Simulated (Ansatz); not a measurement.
## Electronic structure of CH₇FN₂Si in real space

Input file:

```
crystal:
  periodic: [false, false, false]
  atoms:
    - { symbol: Si, position_ang: [-0.1562, 0.0811, 0.0194] }
    - { symbol: F, position_ang: [1.2306, -1.1265, 0.8084] }
    - { symbol: C, position_ang: [1.1775, 0.0538, -1.2583] }
    - { symbol: H, position_ang: [1.694, -0.7675, -0.2625] }
    - { symbol: "N", position_ang: [-0.3592, 1.1687, 1.3252] }
    - { symbol: "N", position_ang: [-1.6342, -0.7793, -0.0555] }
    - { symbol: H, position_ang: [1.686, 0.9897, -1.4566] }
    - { symbol: H, position_ang: [0.9392, -0.4246, -2.2005] }
    - { symbol: H, position_ang: [-1.2274, 1.6627, 1.4329] }
    - { symbol: H, position_ang: [0.4204, 1.7245, 1.6269] }
    - { symbol: H, position_ang: [-2.0182, -1.1246, 0.8089] }
    - { symbol: H, position_ang: [-1.7525, -1.4581, -0.7885] }
basis:
  gaussian: { orbitals: cc-pVDZ }
hamiltonian:
  xc: b3lyp
relax:
  f_tol: 0.15
  max_steps: 25
  restrain:
    - { distance: [3, 1], at: 2.18, k: 30.0 }
    - { distance: [0, 1], at: 1.68, k: 30.0 }
    - { distance: [3, 2], at: 1.07, k: 30.0 }
output:
  orbitals: {}
```

Run with:

```sh
ansatz run input.yaml --threads 2 --pin off --max-ram 3072MiB --backend cpu --events-out ev --progress --plain --runs-dir out
```

The fields are those of the run's last geometry, not of the input's.

Not at a stationary point (largest force 0.8 eV/Å).

Method: Ansatz, RKS B3LYP/cc-pVDZ.

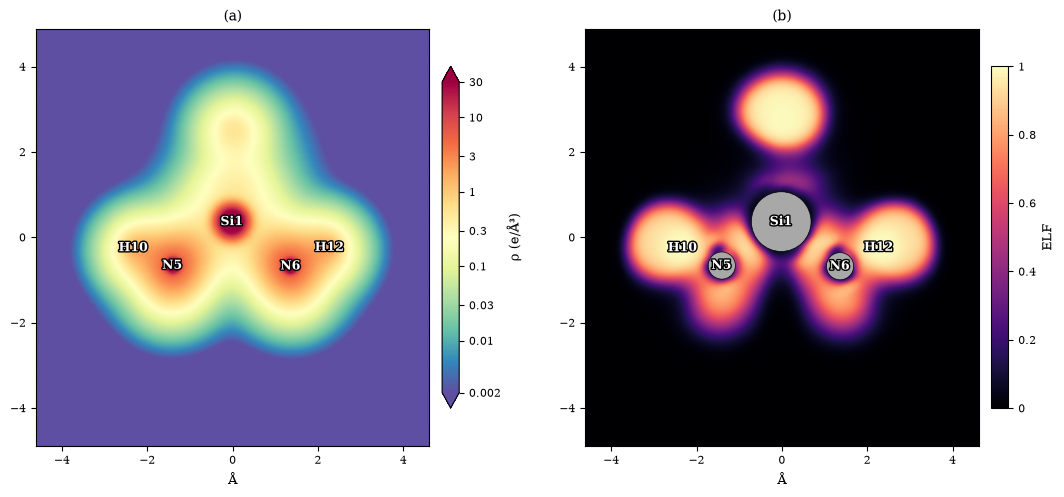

Figure 1. (a) total electron density; (b) ELF on the plane of atoms N5, Si1 and N6. Grey discs cover the atomic cores in the ELF map.

Q: Interpret the plot.

A: The section cuts through Si, N and H sites.
Si–N (1.73 Å): the density is about 1.1 e/Å³ at the midpoint; the ELF peaks at about 0.90 between the atoms (a polar covalent bond).
N–H (1.02 Å): the density is about 2.7 e/Å³ at the midpoint; the ELF climbs to about 1 towards the hydrogen, as it does in any bond to H (a covalent bond by its length).

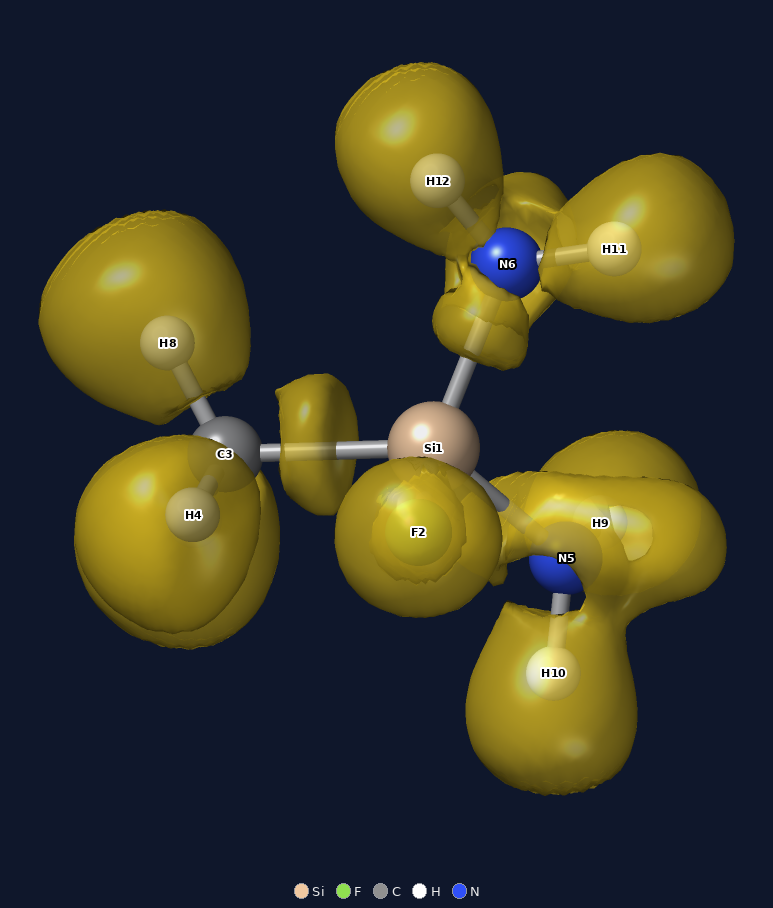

Figure 2. Isosurface of the electron localisation function at 0.8 (yellow), seen at a tilt. Core shells and regions of very low density are left out.

Q: What do the ELF domains correspond to?

A: The surface consists of one region between bonded C–Si atoms (shared pairs), three regions around hydrogen nuclei, one region wrapped around F (its lone pairs, merged into a ring or cap) and two joined regions spread over several atoms (H, N), in which their bonds and any lone pairs are merged. Profiles from the grid: Si–F (1.67 Å): the ELF peaks at about 0.85 in the valence shell of F, 0.6 Å from its nucleus, and is about 0.50 at the midpoint.

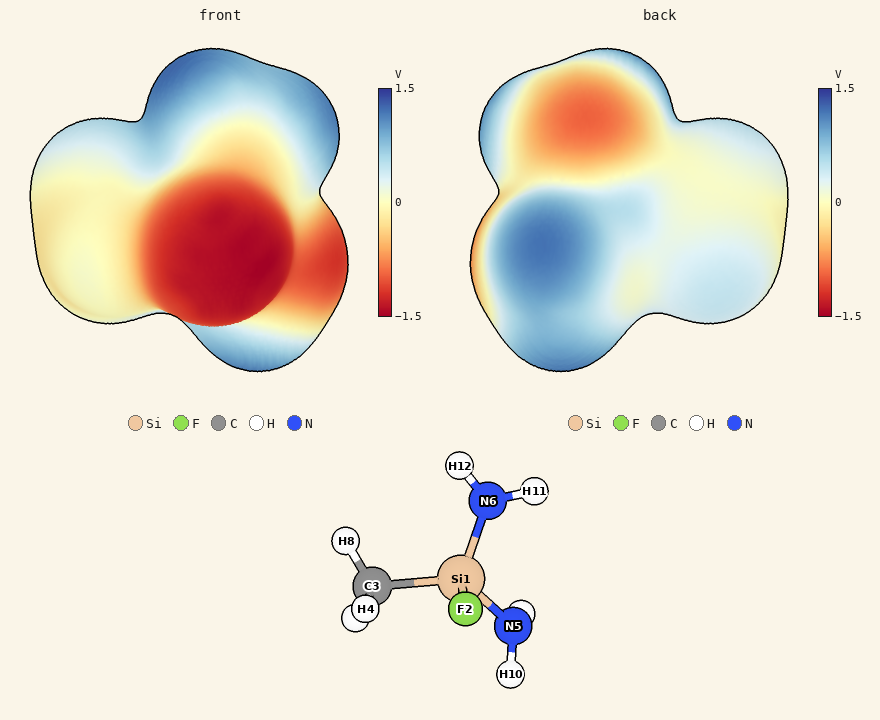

Figure 3. The molecular electrostatic potential painted on the density surface at 0.001 e/bohr³, seen from the front and from behind; red is negative and blue positive. The bare structure is drawn below in the same view.

Q: Which sites attract a positive test charge, and which a negative one?

A: A positive charge is drawn to the negative regions and a negative charge to the positive ones. The most negative region (about −1.5 V, or −35 kcal/mol for a unit charge) lies over F2, the most positive (about +1.2 V, or +28 kcal/mol for a unit charge) over H9 and H12.

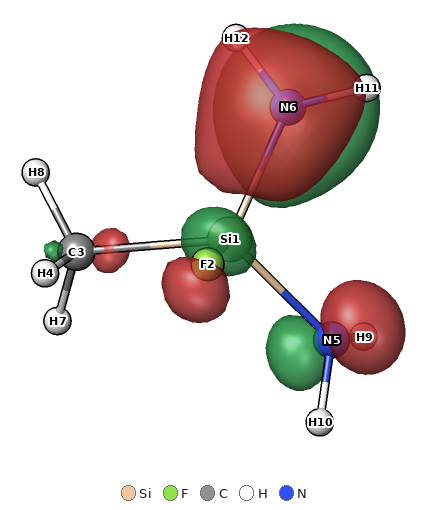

Figure 4. The HOMO−1 at ±0.15 Å⁻³ᐟ² (green and red are the two phases), seen across its widest extent.

Q: Describe this orbital and give its energy.

A: By Hirshfeld shares it lies mainly on N6 (about 60 %), Si1 (about 10 %) and N5 (about 10 %). Its energy is −7.33 eV.
